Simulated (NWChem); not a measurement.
# H2N− (SMILES [NH2-]) at PBE0/def2-TZVPD

Aim: the vertical ionisation energy of H2N− at PBE0/def2-TZVPD, from 2 runs. 

The calculation is run with NWChem 7.3.0.

## 1. The structure to begin with

H2N− has 3 atoms, charge -1, and is taken as a singlet. As SMILES, `[NH2-]`. The shape is that of a PBE0-D4/def2-TZVPD optimisation.

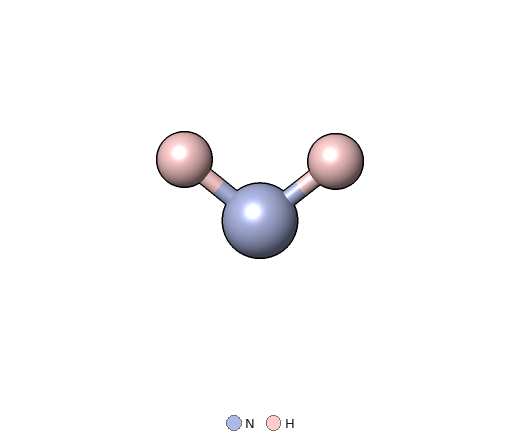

Viewed from a chosen angle; nitrogen light blue, hydrogen pink.

## 2. A single-point energy at PBE0/def2-TZVPD

h2n.nw reads:

```
start h2n
memory total 2200 mb
charge -1
geometry units angstroms noautosym nocenter noautoz
N        0.342200      -0.203000       0.168700
H        0.125500       0.801200       0.156000
H       -0.467700      -0.598200      -0.324700
end
basis spherical bse
* library def2-TZVPD
end
dft
xc pbe0
mult 1
grid fine
convergence energy 1e-08
iterations 100
mulliken
print low
end
task dft
```

Run with:

```console
$ nwchem h2n.nw > h2n.out
```

Output, cut to the lines that bear on the results:

```text
[...]
 d= 0,ls=0.0,diis     1    -55.6158306515 -6.32D+01  2.62D-02  2.31D+00     0.5
[...]
 d= 0,ls=0.0,diis     8    -55.8499709309 -9.32D-10  9.93D-07  6.86D-09     3.1
         Total DFT energy =      -55.849970930858
      One electron energy =      -93.365211359836
           Coulomb energy =       37.708965687025
    Exchange-Corr. energy =       -7.736578220391
 Nuclear repulsion energy =        7.542852962344
[...]
      Total Density - Mulliken Population Analysis
     ---------------------------------------------
    Atom       Charge   Shell Charges
 -----------   ------   -------------------------------------------------------
    1 N    7     7.59   0.82  1.15  0.57  0.82  0.29  0.09  1.45  1.61  0.78  0.00  0.02 -0.01  0.00
    2 H    1     1.21   0.27  0.43  0.15  0.04  0.32
    3 H    1     1.21   0.27  0.43  0.15  0.04  0.32
[...]
```

Wall time 3.6 s (1 thread of Intel Xeon Platinum 8259CL at 2.50GHz (Skylake/Cascade Lake), shared host); peak memory 0.11 GiB.

## 3. Doublet neutral H2N at the same level

job.nw reads:

```
echo
start job
title "H2N energy"
memory total 2200 mb

geometry units bohr noautosym nocenter noautoz
   N      0.64666428    -0.38361440     0.31879680
   H      0.23716063     1.51404857     0.29479728
   H     -0.88382491    -1.13043417    -0.61359407
end

basis spherical bse
   N library def2-TZVPD
   H library def2-TZVPD
end

dft
   xc pbe0
   mult 2
   grid fine
   convergence energy 1e-08
   maxiter 100
   mulliken
   noprint "final vectors analysis"
end

task dft energy
```

Run with:

```console
$ nwchem job.nw > job.out
```

Output, cut to the lines that bear on the results:

```text
[...]
          Wavefunction type:  spin polarized.
          No. of atoms     :     3
          No. of electrons :     9
[...]
          Charge           :     0
          Spin multiplicity:     2
[...]
          AO basis - number of functions:    55
[...]
              XC Information
              --------------
                         PBE0 Method XC Functional
                     Hartree-Fock (Exact) Exchange  0.250
          PerdewBurkeErnzerhof Exchange Functional  0.750
            Perdew 1991 LDA Correlation Functional  1.000 local
           PerdewBurkeErnz. Correlation Functional  1.000 non-local
[...]
 d= 0,ls=0.0,diis     1    -55.8202349578 -6.34D+01  1.84D-03  4.59D-02     0.7
[...]
 d= 0,ls=0.0,diis     8    -55.8363252626 -4.10D-09  6.78D-07  1.07D-09     4.3
[...]
         Total DFT energy =      -55.836325262578
      One electron energy =      -90.185599256028
           Coulomb energy =       34.333797428282
    Exchange-Corr. energy =       -7.527375855760
 Nuclear repulsion energy =        7.542852420929
[...]
      Total Density - Mulliken Population Analysis
     ---------------------------------------------
    Atom       Charge   Shell Charges
 -----------   ------   -------------------------------------------------------
    1 N    7     7.39   0.82  1.15  0.60  0.90  0.25  0.02  1.41  1.50  0.70  0.01  0.02  0.01  0.00
    2 H    1     0.80   0.27  0.40  0.06  0.03  0.04
    3 H    1     0.80   0.27  0.40  0.06  0.03  0.04
[...]
      <S2> =      0.7538 (Exact =     0.7500)
[...]
```

Run time: 5.1 s. Hardware: 1 thread of Intel Xeon Platinum 8259CL at 2.50GHz (Skylake/Cascade Lake), shared host; peak memory 0.11 GiB.

## 4. Results

At PBE0/def2-TZVPD:

| quantity | value |
| --- | --- |
| singlet H2N−: total energy | -55.84997 Eh |
| doublet neutral H2N: total energy | -55.83633 Eh |
| doublet neutral H2N: dipole moment | 1.79 D |
| doublet neutral H2N: ⟨S²⟩ | 0.754 |
| vertical ionisation energy (to the doublet neutral) | 0.371 eV |

The vertical ionisation energy comes to 0.37 eV (35.8 kJ/mol). Mulliken charges (doublet neutral H2N) run from -0.39 on N1 to +0.20 on H2; in a basis this large or diffuse they mean little.
